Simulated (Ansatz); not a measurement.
**YGe12: what a guessed cell relaxes into**

The task: take a trial cell of YGe12 to zero force and stress.

Computed with Ansatz 0.2.0 (DFT PBE, scalar-relativistic, plane waves, PAW, unless a step's input says otherwise).

**1. The system as given**

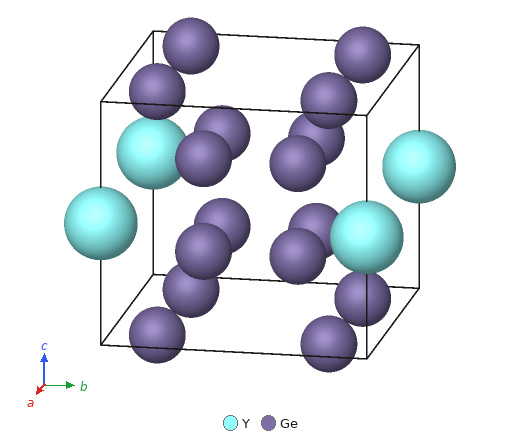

Start, viewed slightly off an axis; yttrium light teal, germanium purple. Atoms on the faces are drawn again on the opposite ones.

Coordinates:

```
CELL_PARAMETERS angstrom
6.76940 0.00000 0.00000
0.00000 6.76940 0.00000
0.00000 0.00000 6.30643
ATOMIC_POSITIONS crystal
Y 0.00000 0.00000 0.50000
Ge 0.32261 0.32261 0.69042
Ge 0.67739 0.67739 0.69042
Ge 0.67739 0.32261 0.69042
Ge 0.32261 0.67739 0.69042
Ge 0.67739 0.32261 0.30958
Ge 0.32261 0.67739 0.30958
Ge 0.32261 0.32261 0.30958
Ge 0.67739 0.67739 0.30958
Ge 0.82272 0.82272 0.00000
Ge 0.17728 0.17728 0.00000
Ge 0.17728 0.82272 0.00000
Ge 0.82272 0.17728 0.00000
```

Recipe of the guess: 4-connected net of one element, guests in its cages (P4/mmm, No. 123). Lengths come from tabulated atomic sizes and are only a guess.

**2. Probe: one point on a coarse mesh**

input.yaml reads:

```yaml
crystal:
  lattice:
    - [6.76940258, 0.0, 0.0]
    - [0.0, 6.76940258, 0.0]
    - [0.0, 0.0, 6.30642979]
  atoms:
    - { symbol: "Y", position: [0.0, 0.0, 0.5] }
    - { symbol: Ge, position: [0.32260518, 0.32260518, 0.69041767] }
    - { symbol: Ge, position: [0.67739482, 0.67739482, 0.69041767] }
    - { symbol: Ge, position: [0.67739482, 0.32260518, 0.69041767] }
    - { symbol: Ge, position: [0.32260518, 0.67739482, 0.69041767] }
    - { symbol: Ge, position: [0.67739482, 0.32260518, 0.30958233] }
    - { symbol: Ge, position: [0.32260518, 0.67739482, 0.30958233] }
    - { symbol: Ge, position: [0.32260518, 0.32260518, 0.30958233] }
    - { symbol: Ge, position: [0.67739482, 0.67739482, 0.30958233] }
    - { symbol: Ge, position: [0.82272032, 0.82272032, 0.0] }
    - { symbol: Ge, position: [0.17727968, 0.17727968, 0.0] }
    - { symbol: Ge, position: [0.17727968, 0.82272032, 0.0] }
    - { symbol: Ge, position: [0.82272032, 0.17727968, 0.0] }
basis:
  ecutwfc: 420
kpoints:
  mp_grid: { grid: [4, 4, 4] }
hamiltonian:
  xc: pbe
scf:
  occupations: { method: gaussian, width: 0.1 }
  lower_state_search: "off"
output:
  forces: true
  stress: true
  eigenvalues: true
```

Run with:

```bash
> ansatz run input.yaml --threads 1 --pin off --max-ram 2560MiB --backend cpu --events-out ev --progress --plain --runs-dir out
```

The program printed, cut to the lines that bear on the results:

```text
Warning: RAYON_NUM_THREADS=1 ignored (pool sized by the plan → 1); use --threads N
[...]
Pseudopotentials: kind: paw
Pseudopotential: Y, paw, valence charge 11, recommended cutoff 420 eV (normal), Y.paw.azcp
Pseudopotential: Ge, paw, valence charge 14, recommended cutoff 420 eV (normal), Ge.paw.azcp
Functional definition: PBE
[...]
Crystal: 13 atoms, lattice volume = 288.991 Å³
Basis set: ecut = 420 eV, 5669 PW (Γ), exchange–correlation on 96×96×90 points (8 copies of the dense FFT grid, shifted against one another)
Bands: 108, of which v1, the nominal top of the filled ones, is band 90 counted from 1 (89 counted from 0)
Symmetry: 16 space group operations
Space group: P4/mmm (ITA 123), of the structure as read, at distance tolerance 6.6e-5 Å
k-points: 18 of 64
[...]
SCF iter   1: F=—  HF=-55384.691484 eV  |F-HF|=—  |Δ(HF+E_count)|=         —  Δρ=2.77e-3  dr2=4.77e-2  ethr=1.77e-3  ⟨swp⟩=5.8  Hψ=6630  notcnv=0  defer=8
[...]
SCF iter   8: F=-55384.686335 eV  HF=-55384.686335 eV  |F-HF|=6.81e-9  |Δ(HF+E_count)|=   9.02e-8  Δρ=2.39e-6  dr2=2.26e-8  ethr=5.59e-11  ⟨swp⟩=8.8  Hψ=7287  notcnv=0
[...]
SCF converged after 8 iterations
Free energy (F): -55384.686335 eV
[...]
E sigma→0 (E₀):  -55384.666314 eV
Entropy (-TS):   -0.040042 eV (-3.080 meV/atom)
Fermi energy:    9.518952 eV
[...]
--- Forces (eV/Å), atoms counted from 1 ---
  atom   1  Y     -0.00000000     0.00000000     0.00000000
  atom   2  Ge    -0.78122100    -0.78122100     0.95143246
  atom   3  Ge     0.78122100     0.78122100     0.95143246
  atom   4  Ge     0.78122100    -0.78122100     0.95143246
  atom   5  Ge    -0.78122100     0.78122100     0.95143246
  atom   6  Ge     0.78122100    -0.78122100    -0.95143246
  atom   7  Ge    -0.78122100     0.78122100    -0.95143246
  atom   8  Ge    -0.78122100    -0.78122100    -0.95143246
[...]
--- Stress (GPa, compression-positive) ---
        7.741391       0.000000       0.000000
        0.000000       7.741391       0.000000
        0.000000       0.000000      16.146593
  P = ⅓ Tr σ = 10.5431 GPa (105.431 kbar)
--- Band table (eV; the first three rows and the last of 18) ---
[...]
```

Run time: 30 s. Hardware: 1 thread of Arm Neoverse V1, shared host; peak memory 0.76 GiB.

From the probe: pressure 10.5 GPa, largest force 1.46 eV/Å, gap on this mesh none (metal). A cheap, loose relaxation comes first.

**3. A loose first relaxation**

Changes to input.yaml since step 2:

```diff
@@ -32 +32,6 @@
   eigenvalues: true
+relax:
+  adjacent_minimum: "off"
+  f_tol: 0.04
+  max_steps: 70
+  cell: { stress_tol: 0.4 }
```

Run with:

```bash
> ansatz run input.yaml --threads 1 --pin off --max-ram 2560MiB --backend cpu --events-out ev --progress --plain --runs-dir out
```

The program printed:

```text
Warning: RAYON_NUM_THREADS=1 ignored (pool sized by the plan → 1); use --threads N
Engine: ansatz 0.2.0, aarch64-unknown-linux-gnu
[... 4 set-up lines as earlier in the session ...]
  parameter kappa = 0.804
  parameter beta = 0.06672455060314922
  exchange = pbe_x(kappa = kappa, mu = beta*pi^2/3)
  correlation = pbe_c(beta = beta)
Crystal: 13 atoms, lattice volume = 288.991 Å³
Basis set: ecut = 420 eV, 5669 PW (Γ), exchange–correlation on 96×96×90 points (8 copies of the dense FFT grid, shifted against one another)
Bands: 108, of which v1, the nominal top of the filled ones, is band 90 counted from 1 (89 counted from 0)
[... 2 set-up lines as earlier in the session ...]
k-points: 18 of 64
Non-local potential: Y, projectors of the file, l = 0: 3, l = 1: 2, l = 2: 2, l = 3: 1
Non-local potential: Ge, projectors of the file, l = 0: 2, l = 1: 2, l = 2: 3, l = 3: 1
PAW form: soft (Blöchl's): semilocal exchange-correlation on the pseudo side does not see the compensation charge
PAW one-centre angular grid: Y, 590 points (default); XC on 64 Gauss nodes
PAW one-centre angular grid: Ge, 590 points (default); XC on 64 Gauss nodes
Initial density: superposition of atomic densities (neutral atoms: chi_scale 0, normalization atom), corrected by the library's trained network
Initial wavefunctions: pseudopotential atomic-orbital guess
Functional: x = pbe(κ = 0.804, μ = 0.2195149727645171), c = pbe(β = 0.06672455060314922)
SCF iter   1: F=—  HF=-55384.691484 eV  |F-HF|=—  |Δ(HF+E_count)|=         —  Δρ=2.77e-3  dr2=4.77e-2  ethr=1.77e-3  ⟨swp⟩=5.8  Hψ=6630  notcnv=0  defer=8
preconditioner: auto → LDOS  [metal: Δε(μ)=0.011 eV  Ē_g=21.854 eV  σ=0.100 eV  W_gap=0.06  n_scr=80 (ndim 8)  ℏωp=29.1 eV  f_vac=0.081  D(μ)=8.21/eV (n_scr^D=56)  β→1.0]
SCF iter   2: F=—  HF=-55384.686990 eV  |F-HF|=—  |Δ(HF+E_count)|=   4.49e-3  Δρ=9.31e-4  dr2=6.50e-3  ethr=2.66e-5  ⟨swp⟩=2.0  Hψ=2657  notcnv=0  defer=13
SCF iter   3: F=—  HF=-55384.686913 eV  |F-HF|=—  |Δ(HF+E_count)|=   7.66e-5  Δρ=4.76e-4  dr2=1.62e-3  ethr=3.63e-6  ⟨swp⟩=2.2  Hψ=2811  notcnv=0  defer=13
SCF iter   4: F=—  HF=-55384.686622 eV  |F-HF|=—  |Δ(HF+E_count)|=   2.91e-4  Δρ=1.80e-4  dr2=1.88e-4  ethr=9.07e-7  ⟨swp⟩=2.1  Hψ=3277  notcnv=0  defer=13
SCF iter   5: F=—  HF=-55384.686576 eV  |F-HF|=—  |Δ(HF+E_count)|=   4.64e-5  Δρ=6.53e-5  dr2=1.67e-5  ethr=1.05e-7  ⟨swp⟩=2.0  Hψ=3354  notcnv=0  defer=13
SCF iter   6: F=—  HF=-55384.686335 eV  |F-HF|=—  |Δ(HF+E_count)|=   2.41e-4  Δρ=2.38e-5  dr2=2.66e-6  ethr=9.34e-9  ⟨swp⟩=2.0  Hψ=3373  notcnv=0  defer=13
SCF iter   7: F=—  HF=-55384.686335 eV  |F-HF|=—  |Δ(HF+E_count)|=   8.48e-8  Δρ=6.40e-6  dr2=1.88e-7  ethr=1.49e-9  ⟨swp⟩=2.0  Hψ=3327  notcnv=0  defer=13
SCF iter   8: F=-55384.686335 eV  HF=-55384.686335 eV  |F-HF|=6.82e-9  |Δ(HF+E_count)|=   9.02e-8  Δρ=2.39e-6  dr2=2.26e-8  ethr=5.59e-11  ⟨swp⟩=8.8  Hψ=7292  notcnv=0
SCF 1 converged in 8 iterations: F = -55384.686335 eV  dr2 = 2.26e-8
relax step   1: F+E_penalty+E_count = -55384.68633464 eV  Δ(F+E_penalty+E_count) = +0.000e0 eV  max|allowed force component| = 9.514e-1 eV/Å  Δτ_max = 0.0000 Å  P = +10.543 GPa  Ω = 288.991 Å³  (8 SCF iters, dr2 threshold 1.00e-7 eV, accepted)
[... from here on, the SCF cycles and remarks between the steps are left out ...]
relax step   2: F+E_penalty+E_count = -55386.23011810 eV  Δ(F+E_penalty+E_count) = -1.544e0 eV  max|allowed force component| = 2.824e-1 eV/Å  Δτ_max = 0.0448 Å  P = +3.235 GPa  Ω = 311.677 Å³  energy of the carried Pulay correction = -3.866e-3 eV  (7 SCF iters, dr2 threshold 1.30e-6 eV, accepted)
relax step   3: F+E_penalty+E_count = -55386.75379993 eV  Δ(F+E_penalty+E_count) = -5.237e-1 eV  max|allowed force component| = 1.226e-1 eV/Å  Δτ_max = 0.0465 Å  P = +0.546 GPa  Ω = 318.513 Å³  energy of the carried Pulay correction = -4.975e-3 eV  (6 SCF iters, dr2 threshold 1.30e-6 eV, accepted)
relax step   4: F+E_penalty+E_count = -55386.93667325 eV  Δ(F+E_penalty+E_count) = -1.829e-1 eV  max|allowed force component| = 1.236e-1 eV/Å  Δτ_max = 0.0680 Å  P = +0.126 GPa  Ω = 311.924 Å³  energy of the carried Pulay correction = -3.907e-3 eV  (7 SCF iters, dr2 threshold 1.30e-6 eV, accepted)
relax step   5: F+E_penalty+E_count = -55386.94451482 eV  Δ(F+E_penalty+E_count) = -7.842e-3 eV  max|allowed force component| = 3.473e-2 eV/Å  Δτ_max = 0.0181 Å  P = -0.124 GPa  Ω = 312.103 Å³  energy of the carried Pulay correction = -3.936e-3 eV  (6 SCF iters, dr2 threshold 9.55e-7 eV, accepted)
relax step   6: F+E_penalty+E_count = -55387.00489730 eV  Δ(F+E_penalty+E_count) = -6.038e-2 eV  max|allowed force component| = 3.463e-2 eV/Å  Δτ_max = 0.0000 Å  P = +0.237 GPa  Ω = 312.103 Å³  stress off target by 7.01e-1 GPa  SCF on the basis re-selected at this cell (its energy is not comparable with the rows above)  (7 SCF iters)
relax step   7: F+E_penalty+E_count = -55387.01573130 eV  Δ(F+E_penalty+E_count) = -1.083e-2 eV  max|allowed force component| = 2.304e-2 eV/Å  Δτ_max = 0.0180 Å  P = +0.067 GPa  Ω = 311.161 Å³  energy of the carried Pulay correction = +1.559e-4 eV  (7 SCF iters, dr2 threshold 1.23e-6 eV, accepted)
relax step   8: F+E_penalty+E_count = -55387.01559810 eV  Δ(F+E_penalty+E_count) = +1.332e-4 eV  max|allowed force component| = 2.305e-2 eV/Å  Δτ_max = 0.0000 Å  P = +0.068 GPa  Ω = 311.161 Å³  stress off target by 7.53e-2 GPa  SCF on the basis re-selected at this cell (its energy is not comparable with the rows above)  (6 SCF iters)
basis re-selected at this cell: Δ(F+E_penalty+E_count) = +1.332e-4 eV, ΔP = +0.001 GPa vs the last step (what re-selecting the basis moved, of the pressure what is left beyond the Pulay correction that the steps carried, after the strain that the cell walked since its last selection, with what the two solves' SCF thresholds leave and, on support functions, any second-order correction that the steps lacked; it is no measure of the basis error at this ecutwfc). This SCF's stress stands 7.53e-2 GPa from its target on what of the cell is left free (relax.cell.stress_tol is 4.00e-1 GPa) and its largest allowed force component is 2.30e-2 eV/Å (relax.f_tol is 4.00e-2 eV/Å): within both
SCF converged after 6 iterations
Free energy (F): -55387.015598 eV
Harris-Foulkes:  -55387.015598 eV  (|F-HF|=6.77e-10)
Internal energy: -55386.981603 eV  (E = F + TS)
E sigma→0 (E₀):  -55386.998600 eV
Entropy (-TS):   -0.033995 eV (-2.615 meV/atom)
Fermi energy:    8.007162 eV
--- Per-component energies (eV) ---
  E_band       = -1946.273930
  E_kinetic    = 1631.787539
  E_local      = -30755.435546  (includes V_loc(G=0)·N_el)
  E_nonlocal   = 5056.422570
  E_hartree    = 13435.021721
  E_xc         = -1076.881693
  E_vxc        = -969.409800  (∫ρ·V_xc dr)
  E_paw        = -27048.053982  (= ΣΔE_a)
  E_vpaw       = -3779.689447  (= ΣTr[D̂ρ^β])
  E_aug_tail   = 0.003740  (compensation charges beyond the density's cutoff)
  E_ewald      = -16629.845951
  E_smearing   = -0.033995  (= −TS)
  E_closure    = 0.000000  (closes the sum)
  Σ components = -55387.015598   (vs F -55387.015598, Δ=0.00e0)
--- Forces (eV/Å), atoms counted from 1 ---
  atom   1  Y     -0.00000000     0.00000000     0.00000000
  atom   2  Ge     0.00022739     0.00022739     0.00559011
  atom   3  Ge    -0.00022739    -0.00022739     0.00559011
  atom   4  Ge    -0.00022739     0.00022739     0.00559011
  atom   5  Ge     0.00022739    -0.00022739     0.00559011
  atom   6  Ge    -0.00022739     0.00022739    -0.00559011
  atom   7  Ge     0.00022739    -0.00022739    -0.00559011
  atom   8  Ge     0.00022739     0.00022739    -0.00559011
  atom   9  Ge    -0.00022739    -0.00022739    -0.00559011
  atom  10  Ge    -0.02304574    -0.02304574     0.00000000
  atom  11  Ge     0.02304574     0.02304574     0.00000000
  atom  12  Ge     0.02304574    -0.02304574     0.00000000
  atom  13  Ge    -0.02304574     0.02304574     0.00000000
  max |Σ_I F_I| component: 3.12e-17 eV/Å
--- Stress (GPa, compression-positive) ---
        0.075268      -0.000000       0.000000
       -0.000000       0.075268       0.000000
        0.000000       0.000000       0.053570
  P = ⅓ Tr σ = 0.0680 GPa (0.680 kbar)
--- Band table (eV; the first three rows and the last of 18) ---
  k-point 0: bands = ["-35.1075", "-16.4330", "-16.4114", "-16.4114", "-16.4072", "-16.3827", "-16.3574", "-16.3574", "-16.3494", "-16.3444", "-16.3411", "-16.3366", "-16.3250", "-16.3250", "-16.3075", "-16.2978", "-16.2944", "-16.2793", "-16.2793", "-16.2753", "-16.2638", "-16.2637", "-16.2587", "-16.2587", "-16.2421", "-16.2421", "-16.2403", "-16.2403", "-16.2385", "-16.2367", "-16.2324", "-16.2303", "-16.2303", "-16.2203", "-16.2181", "-16.2031", "-16.2031", "-16.2028", "-16.1980", "-16.1959", "-16.1959", "-16.1865", "-16.1865", "-16.1691", "-16.1691", "-16.1662", "-16.1662", "-16.1614", "-16.1571", "-16.1488", "-16.1386", "-16.1280", "-16.1280", "-16.1263", "-16.1088", "-16.0978", "-16.0968", "-16.0968", "-16.0946", "-16.0690", "-16.0645", "-15.1123", "-15.0709", "-15.0709", "-3.9386", "-1.9585", "-1.6715", "-1.5624", "-1.5624", "0.6195", "0.6979", "0.6979", "0.9261", "0.9261", "3.1137", "3.2911", "3.6532", "3.6933", "4.1981", "4.4299", "5.6147", "5.6147", "5.9690", "6.1880", "6.4261", "6.4261", "7.3868", "7.3868", "8.1214", "8.4284", "9.0849", "9.0849", "10.2925", "10.3565", "10.3627", "10.6828", "10.6828", "11.0945", "11.2828", "11.4760", "11.4760", "11.5435", "12.1738", "12.4835", "12.4835", "13.2398", "13.4550", "13.8356"]
[... 3 lines left out ...]
--- Relaxed structure (6 steps of the walk, 6 accepted, 2 SCFs on fresh bases) ---
  F+E_penalty+E_count = -55387.01559810 eV   max|allowed force component| = 2.305e-2 eV/Å   (the final SCF, on the basis selected at the relaxed cell)
  cell:  # Å, volume = 311.1611 Å³
    - [6.502935928330059, -2.9579262205274773e-33, 0.0]
    - [-2.9579262205274773e-33, 6.502935928330059, 0.0]
    - [0.0, 0.0, 7.358112240959717]
  atoms:
    - { symbol: Y, position: [3.4496466292296614e-20, 4.385979285734838e-19, 0.5] }
    - { symbol: Ge, position: [0.30466067357166493, 0.30466067357166493, 0.6870191828433307] }
    - { symbol: Ge, position: [0.6953393264283351, 0.6953393264283351, 0.6870191828433307] }
    - { symbol: Ge, position: [0.6953393264283351, 0.30466067357166493, 0.6870191828433307] }
    - { symbol: Ge, position: [0.30466067357166493, 0.6953393264283351, 0.6870191828433307] }
    - { symbol: Ge, position: [0.6953393264283351, 0.30466067357166493, 0.31298081715666937] }
    - { symbol: Ge, position: [0.30466067357166493, 0.6953393264283351, 0.31298081715666937] }
    - { symbol: Ge, position: [0.30466067357166493, 0.30466067357166493, 0.31298081715666937] }
    - { symbol: Ge, position: [0.6953393264283351, 0.6953393264283351, 0.31298081715666937] }
    - { symbol: Ge, position: [0.8076954631085227, 0.8076954631085227, -6.347819851784856e-20] }
    - { symbol: Ge, position: [0.1923045368914772, 0.1923045368914772, -6.347819851784856e-20] }
    - { symbol: Ge, position: [0.1923045368914772, 0.8076954631085227, -6.347819851784856e-20] }
    - { symbol: Ge, position: [0.8076954631085227, 0.1923045368914772, -6.347819851784856e-20] }
```

Run time: 5.2 min. Hardware: 1 thread of Arm Neoverse V1, shared host; peak memory 0.82 GiB.

Step by step:

```
step  energy from step 1 (eV/cell)  largest force component (eV/Å)  pressure (GPa)  volume (Å³)
   1                        0.0000                          0.9514           10.54       288.99
   2                       -1.5438                          0.2824            3.24       311.68
   3                       -2.0675                          0.1226            0.55       318.51
   4                       -2.2503                          0.1236            0.13       311.92
   5                       -2.2582                          0.0347           -0.12       312.10
   6                       -2.3186                          0.0346            0.24       312.10
   7                       -2.3294                          0.0230            0.07       311.16
   8                       -2.3293                          0.0230            0.07       311.16
```

Step 1 is the start. Steps 6, 8 each repeat the geometry before them on a plane-wave basis chosen anew, so the energy can jump there without any move.

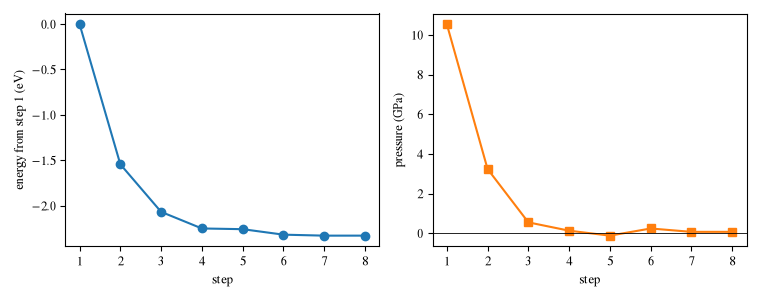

Energy and pressure along the relaxation.

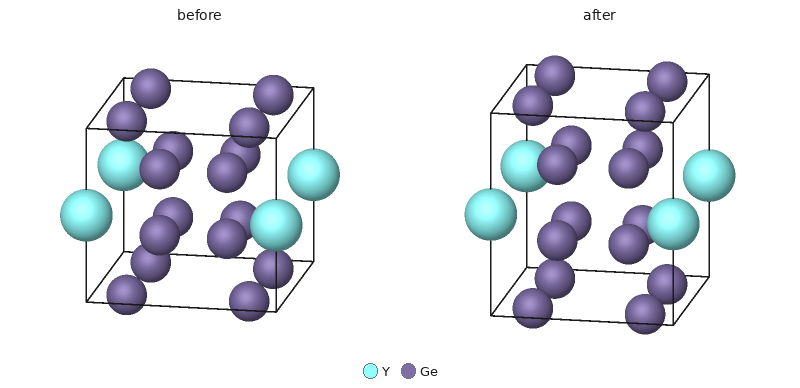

Before and after, at one scale.

|  | before | after | change |
| --- | --- | --- | --- |
| a (Å) | 6.769 | 6.503 | -3.9 % |
| b (Å) | 6.769 | 6.503 | -3.9 % |
| c (Å) | 6.306 | 7.358 | +16.7 % |
| volume (Å³/atom) | 22.23 | 23.94 | +7.7 % |
| shortest distance (Å) | 2.397 | 2.501 | +4.3 % |
| space group (0.01 Å) | P4/mmm | P4/mmm | same |

The run keeps the 16 symmetry operations of the start, so it could not have lowered the symmetry.

[end of part 1 of 2]
